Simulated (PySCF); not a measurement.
## SnF$_{2}$: frequency calculation

System: SnF$_{2}$.
Method: RKS-based PBE0, Sn x2c-TZVPall, F x2c-TZVPall; spin-free X2C-1e, Gaussian nucleus; density fitting (PySCF 2.14.0).

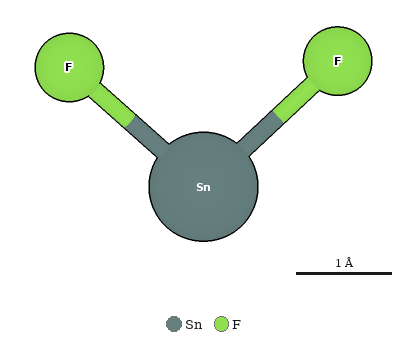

Figure 1. The structure as given in the input (ball-and-stick view, seen at a tilt). Sticks mark near contacts.

The input
```python
from pyscf import gto, scf, dft
mol = gto.M(atom='''
Sn    -0.309187     0.000000     0.000000
F      0.991628    -1.432675     0.000000
F      0.991628     1.432675     0.000000''',
    basis={'Sn': 'x2c-TZVPall', 'F': 'x2c-TZVPall'},
    nucmod='G',
    charge=0, spin=0)
mf = dft.RKS(mol, xc='PBE0')
mf.grids.atom_grid = (75, 302)
aux = {'Sn': 'AutoAux', 'F': 'AutoAux'}  # AutoAux: made from the orbital basis by basis_set_exchange (get_aux=1)
mf = mf.density_fit(auxbasis=aux).sfx2c1e()
mf.conv_tol = 1e-09
mf.diis_space = 10
mf.max_cycle = 60
mf.verbose = 4
mf.kernel()
```

The script is an equivalent of the set-up of the self-consistent field. The run itself was carried out by a driver, which started from the orbitals of the step before it where there was one and computed the further properties.

Run on 4 threads of Arm Neoverse N1, 98 GiB of memory available, shared host.

Run as:
```bash
OMP_NUM_THREADS=4 python axn.py task.json out
```

Output
```
init E= -6376.02039829558
  HOMO = -0.319923225812185  LUMO = -0.102119428131786  gap/eV = 5.92674
cycle= 1 E= -6376.02039829556  delta_E= 1.46e-11  |g|= 1.83e-06  |ddm|= 2.73e-06
  HOMO = -0.31992323591306  LUMO = -0.102119549323248  gap/eV = 5.92674
Extra cycle  E= -6376.02039829556  delta_E= 5.46e-12  |g|= 2.74e-06  |ddm|= 2.95e-06
converged SCF energy = -6376.02039829556
```

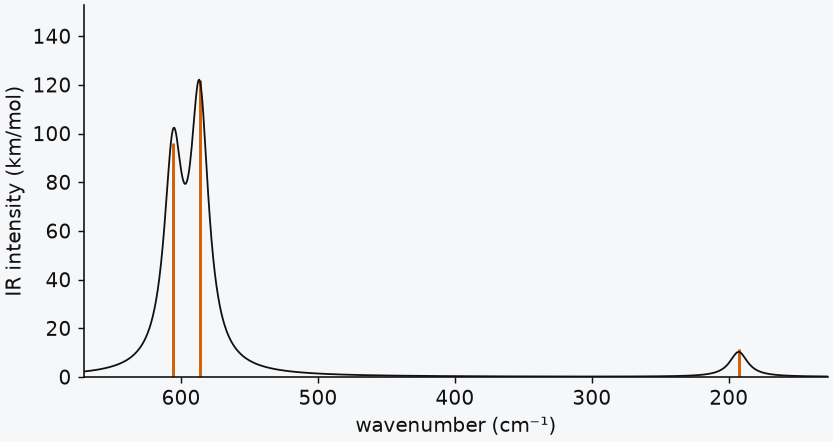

Figure 2. Harmonic infrared spectrum, unscaled: sticks (degenerate modes added up, dark ones marked on the axis) with a Lorentzian envelope of 16 cm⁻¹ full width, scaled to the tallest stick. 3 modes from 193 to 606 cm⁻¹, none imaginary. The strongest line is at 587 cm⁻¹ (122 km/mol). All modes, in cm⁻¹ (km/mol): 193 (11.4), 587 (122), 606 (96).

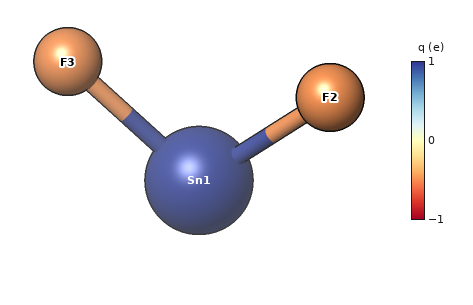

Figure 3. Mulliken charges, as the colour of each atom (ball-and-stick view, seen at a tilt; atoms are numbered from 1 in the order of the input). By element: Sn +0.95 and F −0.48 e.

Summary

```json
{"quantity": "outcome", "value": "converged"}
{"quantity": "total energy", "value": "−6376.020398 hartree"}
{"quantity": "HOMO", "value": "−8.71 eV"}
{"quantity": "LUMO", "value": "−2.78 eV"}
{"quantity": "zero-point energy", "value": "0.003155 hartree"}
{"quantity": "dipole moment", "value": "3.72 D"}
{"quantity": "wavenumbers, lowest and highest", "value": "193 and 606 cm⁻¹"}
{"quantity": "wall time", "value": "62 s (CPU time 2.7 min)"}
{"quantity": "peak memory", "value": "1.1 GiB"}
```
